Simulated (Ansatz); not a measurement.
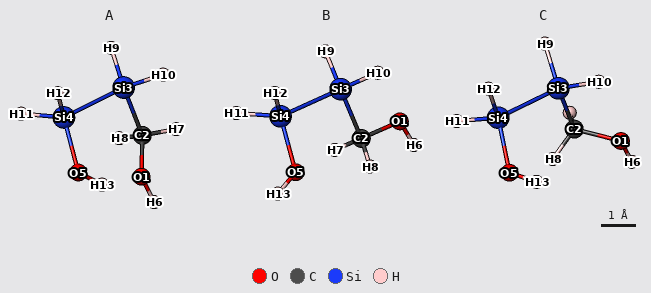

3 geometries from a converged minimum-energy path of CH8O2Si2, shuffled. Style: ball-and-stick. Shown from a free direction.

Theory: Ansatz, RKS CAM-B3LYP-D4/6-31G. Set-up: 7 movable images; climbing image; force threshold 0.05 eV/Å; iteration limit 40; starting path through a guess of the saddle point.

Q: Which of them lies highest in energy?

A: C. In order along the path, whose images run from 0 to 8: B (image 0, 0.000 eV), C (image 4, +0.112 eV), A (image 8, −0.256 eV). The motion is a rotation about the C2–Si3 bond by about 135°, with a turn of about 195° about Si4–O5. No bond forms or breaks between the ends. Among the angles between lasting bonds that change up to the highest image: Si3–Si4–O5 101.7° → 110.2°, O5–Si4–H11 110.5° → 104.0°.

The run took 16 min on 1 thread of Arm Neoverse N1, with other jobs on the host, peak memory 0.25 GiB.
